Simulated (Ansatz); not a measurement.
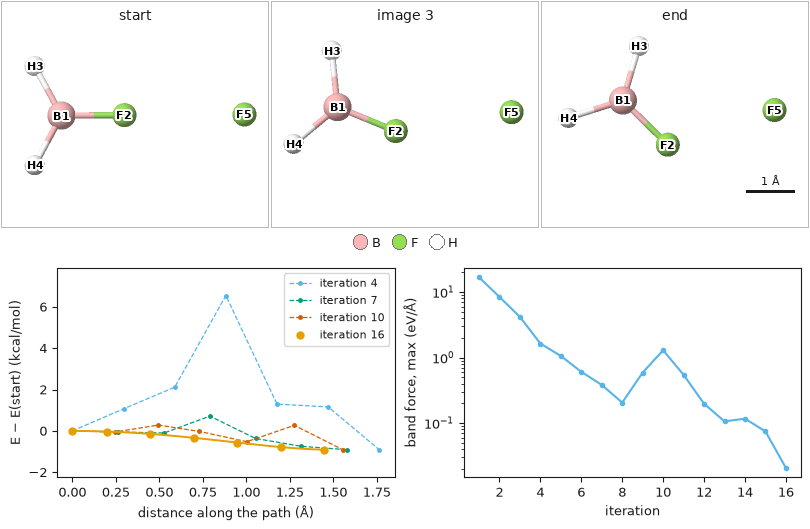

A nudged-elastic-band calculation for BH2F2 (multiplicity 2), made up at the start of BH2F and F. Images are numbered from 0 (start) to 6 (end). The plot follows the band through its iterations. The picture is a ball-and-stick view, seen at a tilt.

Method: UKS PBE0/def2-SVP in Ansatz 0.2.0.

The input:
```yaml
crystal:
  periodic: [false, false, false]
  atoms:
    - { symbol: B, position_ang: [0.0, 0.0, -0.127089] }
    - { symbol: F, position_ang: [0.0, 0.0, 1.19125] }
    - { symbol: H, position_ang: [1.070438, 0.0, -0.68812] }
    - { symbol: H, position_ang: [-1.070438, 0.0, -0.68812] }
    - { symbol: F, position_ang: [0.0, 0.0, 3.702077] }
magnetization:
  spin_polarized: true
  initial_magnetization: 1
basis:
  gaussian: { orbitals: def2-SVP }
hamiltonian:
  xc: pbe0
neb:
  order_check: false
  images: 5
  f_tol: 0.05
  max_iterations: 60
  final_atoms:
    - { symbol: B, position_ang: [-0.11580326, -0.01082741, 0.02301939] }
    - { symbol: F, position_ang: [-0.72961425, -0.15251832, 1.18280502] }
    - { symbol: H, position_ang: [1.09014278, 0.04833576, 0.02081775] }
    - { symbol: H, position_ang: [-0.81185169, 0.04833576, -0.96346378] }
    - { symbol: F, position_ang: [0.56712642, 0.0666742, 3.12681963] }
  initial_path:
    images:
      - { positions_ang: [[0.0, 0.0, -0.127089], [0.0, 0.0, 1.19125], [1.070438, 0.0, -0.68812], [-1.070438, 0.0, -0.68812], [0.0, 0.0, 3.702077]] }
      - { positions_ang: [[0.0, 0.0, -0.08472613], [0.0, 0.0, 1.31749987], [1.05712533, 0.0, -0.65708013], [-1.05712533, 0.0, -0.65708013], [0.0, 0.0, 3.47138453]] }
      - { positions_ang: [[0.0, 0.0, -0.04236327], [0.0, 0.0, 1.44374973], [1.04381267, 0.0, -0.62604027], [-1.04381267, 0.0, -0.62604027], [0.0, 0.0, 3.24069207]] }
      - { positions_ang: [[0.0, 0.0, -4.0e-07], [0.0, 0.0, 1.5699996], [1.0305, 0.0, -0.5950004], [-1.0305, 0.0, -0.5950004], [0.0, 0.0, 3.0099996]] }
      - { positions_ang: [[-0.03860109, -0.00360914, 0.00767286], [-0.24320475, -0.05083944, 1.44093474], [1.05038093, 0.01611192, -0.38972768], [-0.95761723, 0.01611192, -0.71782153], [0.18904214, 0.02222473, 3.04893961]] }
      - { positions_ang: [[-0.07720217, -0.00721827, 0.01534612], [-0.4864095, -0.10167888, 1.31186988], [1.07026185, 0.03222384, -0.18445497], [-0.88473446, 0.03222384, -0.84064266], [0.37808428, 0.04444947, 3.08787962]] }
      - { positions_ang: [[-0.11580326, -0.01082741, 0.02301939], [-0.72961425, -0.15251832, 1.18280502], [1.09014278, 0.04833576, 0.02081775], [-0.81185169, 0.04833576, -0.96346378], [0.56712642, 0.0666742, 3.12681963]] }
```

Run as
```bash
ansatz run input.yaml --threads 1 --pin off --max-ram 2048MiB --backend cpu --events-out ev --progress --plain --runs-dir out
```

How did the profile develop, and is the result final?

The run is converged, with reservations. The band converged in 16 iterations. The largest component of the band force went from 17 to 0.021 eV/Å. The first iteration put the highest image at 84.19 kcal/mol. No barrier shows: the energy is highest at the start, and the end lies 0.91 kcal/mol below the start.

Limits of the set-up: the start holds two separate molecules, 2.5 Å apart at their closest, whose relative position is a soft coordinate and is computed without a dispersion correction.
